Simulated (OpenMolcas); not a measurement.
# One shape, several levels: singlet InCl2O−

We compute a comparison of 6 runs (HF/3-21G, HF/def2-SVPD, B2PLYP/def2-SVPD, M06-2X/def2-SVPD, TPSS/def2-SVPD, MP2/def2-SVPD) of singlet InCl2O−. 

The results are computed with OpenMolcas 26.06.

1 further run of the same task is left out (it didn't finish).

## (1) The system as given

InCl2O−: 4 atoms, total charge -1, spin state singlet. As SMILES of the parent species, `[O][In]([Cl])[Cl]`. The coordinates come from a PBE0-D4/def2-TZVP relaxation. That shape belongs to the parent species and isn't relaxed for this state.

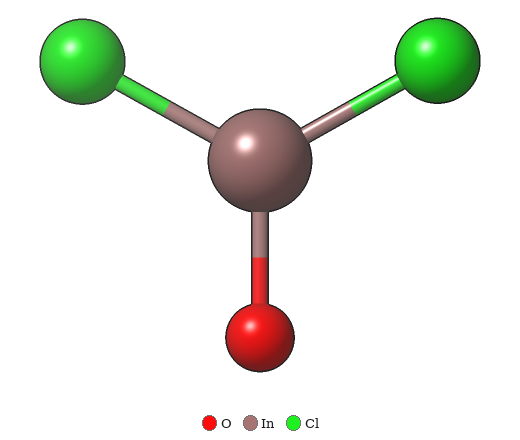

The structure, seen from a chosen angle (oxygen red, indium brown, chlorine green).

## (2) A single-point energy at HF/3-21G (run 1)

The input, input.xyz:

```xyz
4

O      0.606300     1.014000     1.667600
In     0.031700     0.016000     0.045400
Cl     0.741600    -2.145000    -0.248200
Cl    -1.324100     1.054700    -1.485200
```

The input, calc.inp:

```
* Cl2InO Hartree-Fock
>>> EXPORT MOLCAS_PRINT=2
&GATEWAY
BasLib=$CurrDir
Coord=input.xyz
Basis=3-21G
Group=NoSym
&SEWARD
&SCF
Charge=-1
Thresholds=1e-10 1e-07 1e-07 1e-05
PrOrbitals=1 2
```

The basis set 3-21G is read from a file made from the Basis Set Exchange's data (not shown).

Started as:

```sh
export MOLCAS_MEM=1860
pymolcas calc.inp > calc.log
```

What it wrote:

```text
--- Start Module: gateway ---
[...]
--- Stop Module: gateway /rc=_RC_ALL_IS_WELL_ ---
--- Start Module: seward ---
[...]
      Basis functions           66
--- Stop Module: seward /rc=_RC_ALL_IS_WELL_ ---
[...]
--- Start Module: scf ---
[...]
       Convergence after  19 Iterations
[...]
::    Total SCF energy                              -6703.8950993964
[...]
      Total spin, S                                     0.0000000000
[...]
      Total electronic charge=   92.000000
      Total            charge=   -1.000000
[...]
      Dipole Moment (debye):
      Origin of the operator (angstrom)=   -0.0350   -0.0999   -0.1430
                   X= -1.0207E+00               Y= -1.7718E+00               Z= -2.8804E+00           Total=  3.5324E+00
      Center of Charge (angstrom)
[...]
--- Stop Module: scf /rc=_RC_ALL_IS_WELL_ ---
[...]
```

Run time: 5.1 s. Hardware: 1 thread of Intel Xeon Platinum 8259CL at 2.50GHz (Skylake/Cascade Lake), shared host; peak memory 0.41 GiB.

## (3) A single-point energy at HF/def2-SVPD (core potential) (run 2)

The input, calc.input:

```
* Cl2InO Hartree-Fock

&gateway
  baslib=$CurrDir
  coord
  4
  angstrom
  O        0.606300       1.014000       1.667600
  In       0.031700       0.016000       0.045400
  Cl       0.741600      -2.145000      -0.248200
  Cl      -1.324100       1.054700      -1.485200
  basis=def2-SVPD
  group=NoSym

&seward

&scf
  charge=-1
  thresholds=1e-10 1e-07 1e-07 1e-05
  prorbitals=1
```

The basis set def2-SVPD is read from a file made from the Basis Set Exchange's data (not shown).

Started as:

```sh
export MOLCAS_MEM=1860
pymolcas calc.input > calc.log
```

What it wrote:

```text
--- Start Module: gateway ---
[...]
--- Stop Module: gateway /rc=_RC_ALL_IS_WELL_ ---
--- Start Module: seward ---
[...]
      Basis functions          109
--- Stop Module: seward /rc=_RC_ALL_IS_WELL_ ---
[...]
--- Start Module: scf ---
[...]
       Convergence after  20 Iterations
[...]
::    Total SCF energy                              -1182.8361894716
[...]
      Total spin, S                                     0.0000000000
[...]
      Total electronic charge=   64.000000
      Total            charge=   -1.000000
[...]
      Dipole Moment (debye):
      Origin of the operator (angstrom)=   -0.0350   -0.0999   -0.1430
                   X= -1.7205E+00               Y= -2.9874E+00               Z= -4.8563E+00           Total=  5.9555E+00
      Center of Charge (angstrom)
[...]
--- Stop Module: scf /rc=_RC_ALL_IS_WELL_ ---
[...]
```

Wall time 21 s (1 thread of Intel Xeon Platinum 8259CL at 2.50GHz (Skylake/Cascade Lake), shared host); peak memory 0.64 GiB.

Runs 3 to 4 aren't shown in full; the table further down has their settings and results.

## (4) A single-point energy at TPSS/def2-SVPD (core potential) (run 5)

The input, mol.input:

```
&GATEWAY
 BasLib=$CurrDir
 Coord
 4
 angstrom
 O        0.606300       1.014000       1.667600
 In       0.031700       0.016000       0.045400
 Cl       0.741600      -2.145000      -0.248200
 Cl      -1.324100       1.054700      -1.485200
 Basis=def2-SVPD
 Group=NoSym

&SEWARD
 GridInput
 Grid=UltraFine
 End of Grid

&SCF
 Charge=-1
 KSDFT=2
 1.0 MGGA_X_TPSS
 1.0 MGGA_C_TPSS
 Thresholds=1e-10 1e-07 1e-07 1e-05
 PrOrbitals=0
```

The basis set def2-SVPD is read from a file made from the Basis Set Exchange's data (not shown).

Started as:

```sh
export MOLCAS_MEM=1860
pymolcas mol.input > mol.log
```

What it wrote:

```text
--- Start Module: gateway ---
[...]
--- Stop Module: gateway /rc=_RC_ALL_IS_WELL_ ---
--- Start Module: seward ---
[...]
      Basis functions          109
--- Stop Module: seward /rc=_RC_ALL_IS_WELL_ ---
[...]
--- Start Module: scf ---
[...]
       Convergence after  24 Iterations
[...]
::    Total KS-DFT energy                           -1185.5424809519
[...]
      Total spin, S                                     0.0000000000
[...]
      Total electronic charge=   64.000000
      Total            charge=   -1.000000
[...]
      Dipole Moment (debye):
      Origin of the operator (angstrom)=   -0.0350   -0.0999   -0.1430
                   X= -1.2517E+00               Y= -2.1731E+00               Z= -3.5328E+00           Total=  4.3324E+00
      Center of Charge (angstrom)
[...]
--- Stop Module: scf /rc=_RC_ALL_IS_WELL_ ---
[...]
```

It took 64 s on 1 thread of Intel Xeon Platinum 8259CL at 2.50GHz (Skylake/Cascade Lake), shared host; peak memory 0.64 GiB.

## (5) A single-point energy at MP2/def2-SVPD (core potential) (run 6)

The input, mol.xyz:

```xyz
4

O      0.606300     1.014000     1.667600
In     0.031700     0.016000     0.045400
Cl     0.741600    -2.145000    -0.248200
Cl    -1.324100     1.054700    -1.485200
```

The input, mol.input:

```
>>> EXPORT MOLCAS_PRINT=2

&gateway
 baslib = $CurrDir
 coord = mol.xyz
 basis = def2-SVPD
 group = NoSym

&seward

&scf
 charge = -1
 thresholds = 1e-10 1e-07 1e-07 1e-05
 prorbitals = 0

&mbpt2
 frozen = 15
```

The basis set def2-SVPD is read from a file made from the Basis Set Exchange's data (not shown).

Started as:

```sh
export MOLCAS_MEM=1860
pymolcas mol.input > mol.log
```

What it wrote:

```text
--- Start Module: gateway ---
[...]
--- Stop Module: gateway /rc=_RC_ALL_IS_WELL_ ---
[...]
      Basis functions          109
[...]
--- Start Module: scf ---
[...]
       Convergence after  20 Iterations
[...]
::    Total SCF energy                              -1182.8361894716
[...]
      Total spin, S                                     0.0000000000
[...]
      Total electronic charge=   64.000000
      Total            charge=   -1.000000
[...]
      Dipole Moment (debye):
      Origin of the operator (angstrom)=   -0.0350   -0.0999   -0.1430
                   X= -1.7205E+00               Y= -2.9874E+00               Z= -4.8563E+00           Total=  5.9555E+00
      Center of Charge (angstrom)
[...]
--- Stop Module: scf /rc=_RC_ALL_IS_WELL_ ---
[...]
--- Start Module: mbpt2 ---
[...]
WARNING!
Default frozen orbitals as non valence orbitals is overwritten by user input.
Default values:  11
[...]
       Reference weight ( Cref**2 )         =        0.79799
::    Total MBPT2 energy                            -1183.4508462961
[...]
      Total MBPT2 calculations                           0.81      0.93
--- Stop Module: mbpt2 /rc=_RC_ALL_IS_WELL_ ---
[...]
```

It took 23 s on 1 thread of Intel Xeon Platinum 8259CL at 2.50GHz (Skylake/Cascade Lake), shared host; peak memory 0.64 GiB.

## (6) All runs side by side

```
run                              level  frozen core orbitals  integration grid   energy (Eh)  HOMO energy (eV)  LUMO energy (eV)  HOMO–LUMO gap (eV)  wall time
  1                           HF/3-21G                     –                 –  -6703.895099             -4.05              5.90                9.95      5.1 s
  2      HF/def2-SVPD (core potential)                     –                 –  -1182.836189             -4.93              4.11                9.04       21 s
  3  B2PLYP/def2-SVPD (core potential)                    15         UltraFine  -1184.955233             -2.91              3.06                5.96       44 s
  4  M06-2X/def2-SVPD (core potential)                     –         UltraFine  -1185.440168             -2.98              2.77                5.74       56 s
  5    TPSS/def2-SVPD (core potential)                     –         UltraFine  -1185.542481             -0.24              1.64                1.88       64 s
  6     MP2/def2-SVPD (core potential)                    15                 –  -1183.450846             -4.93              4.11                9.04       23 s
```

## (7) What came out

| quantity | value |
| --- | --- |
| run 6: total energy | -1183.45085 Eh |
| run 6: HOMO energy (Hartree–Fock orbitals) | -4.93 eV |
| run 6: LUMO energy (Hartree–Fock orbitals) | 4.11 eV |
| run 6: HOMO–LUMO gap (to an unbound level, set by the basis) | 9.04 eV |
| run 6: correlation energy (15 core orbitals frozen) | -614.7 mEh |

In words: Over runs 1, 2, 3, 4, 5 the HOMO–LUMO gap runs from 1.88 eV (TPSS/def2-SVPD) to 9.95 eV (HF/3-21G). The two ends differ in method and basis and core potential. The empty levels of an anion lie above zero and hang on the basis. For B2PLYP the log adds the whole second-order term; the table takes 0.27 of it, as the functional is defined. Totals of different functionals can't be ranked against each other. Some runs of one species differ in core potentials or relativity; totals across that change don't compare. In run 1 relativity is left out where basis or elements ask for it. All runs together took 3.6 min, the longest 64 s.
